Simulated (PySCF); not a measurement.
**C7H7NSi (SMILES C#Cc1ncccc1[SiH3]): density, localisation and related maps**

Input file:

```
{"job": {"xc": "PBE0", "basis": "pcSseg-1", "kind": "nmr", "pop": true}, "charge": 0, "multiplicity": 1}
C     -1.883389     2.566368    -0.156204
C     -0.969151     1.793174    -0.065259
C      0.117191     0.886015     0.043553
N      1.322128     1.422951     0.214949
C      2.358379     0.615701     0.320840
C      2.253893    -0.766335     0.261745
C      0.995020    -1.317509     0.082891
C     -0.120547    -0.496833    -0.032458
Si    -1.862036    -1.178404    -0.277646
H     -2.681881     3.242830    -0.235590
H      3.315276     1.103153     0.458813
H      3.129742    -1.390490     0.352986
H      0.876688    -2.391492     0.033068
H     -2.704499    -0.760394     0.842710
H     -2.399542    -0.680186    -1.543630
H     -1.754872    -2.639605    -0.312179
```

Run with:

```sh
OMP_NUM_THREADS=1 python ens_run.py task.json out
```

Geometry: GFN2-xTB.

These are results of PySCF, PBE0/pcSseg-1, SCF density, gas phase, non-relativistic, not measurements.

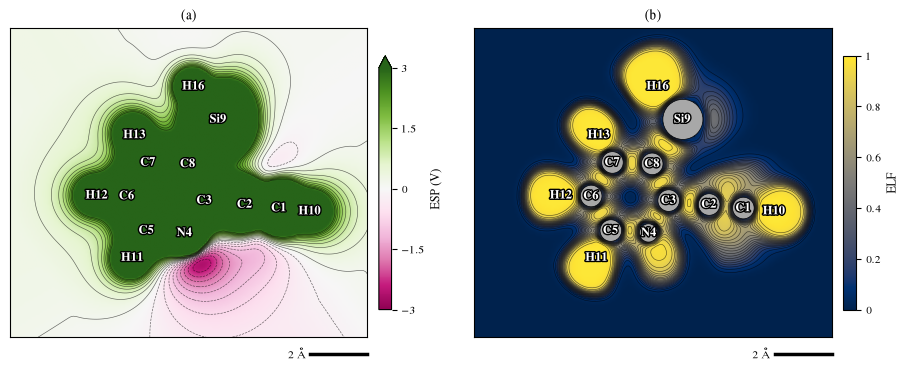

Figure 1. (a) molecular electrostatic potential; (b) electron localisation function on the plane of atoms N4, C5 and C6. Grey discs cover the atomic cores in the ELF map.

Question: Read the bonding off the picture.

Answer: The section cuts through C, N, Si and H sites.
C–C (1.20 Å): the ELF peaks at about 0.85 between the atoms: a short, multiple covalent bond.
C–N (1.32 Å): the ELF peaks at about 0.90 between the atoms; localised, covalent bonding.
C–Si (1.89 Å): the ELF peaks at about 0.95 between the atoms: a shared electron pair.
C–H (1.05 Å): the ELF climbs to about 1 towards the hydrogen, as it does in any bond to H (an ordinary covalent bond to hydrogen).
C–C (1.39 Å): the ELF peaks at about 0.95 between the atoms; a covalent bond.
The ELF also peaks beside N4, away from the bonds: lone-pair regions.
Outside the dense part of the molecule the potential is most negative (−2.6 V) near N4.

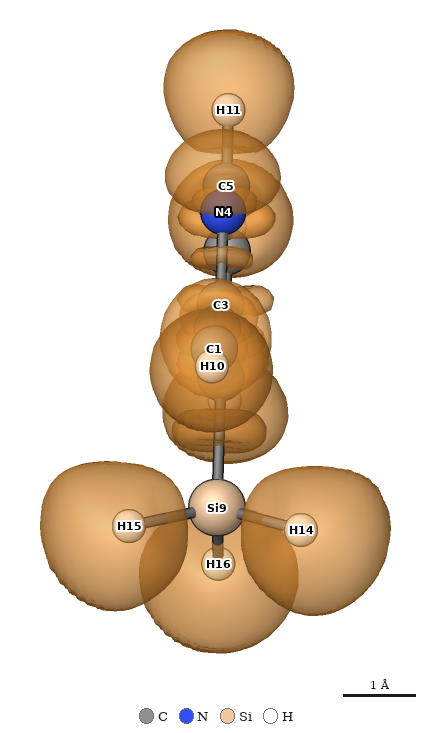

Figure 2. Isosurface of the ELF at 0.85 (orange), seen at an oblique angle. Only the valence region is drawn (cores and ρ < 0.01 e/Å³ removed).

Question: What do the ELF domains correspond to?

Answer: The surface consists of six regions between bonded C–C atoms (shared pairs), two regions between bonded C–N atoms (shared pairs), one region between bonded C–Si atoms (shared pairs), seven regions around hydrogen nuclei and one lobe on N, pointing away from the bonds (lone pairs).

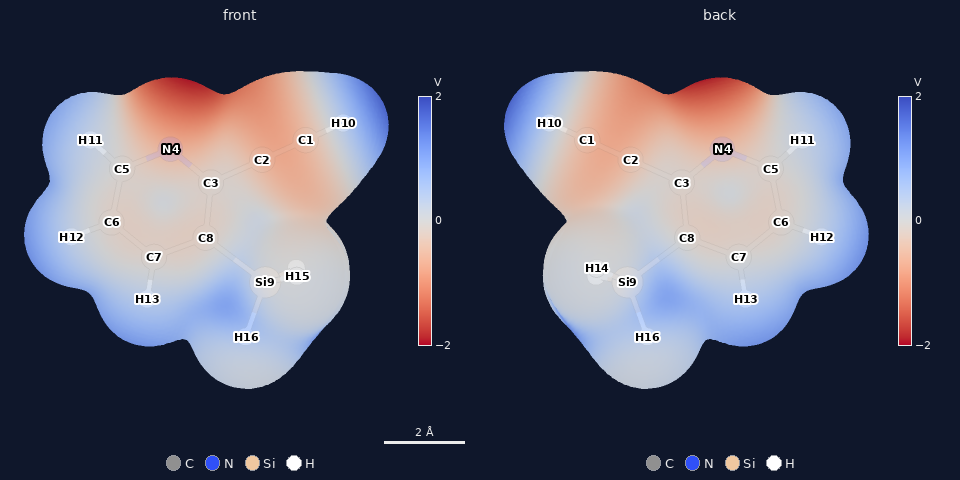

Figure 3. The molecular electrostatic potential painted on the density surface at 0.002 e/bohr³, seen from the front and from behind; red is negative and blue positive.

Question: Where is the surface potential most negative and most positive?

Answer: The most negative region (about −1.9 V) lies over N4, the most positive (about +1.6 V) over H10. N4 is the likeliest acceptor of a hydrogen bond.

Question: What dipole moment does the calculation give?

Answer: Its dipole moment is 1.92 D.
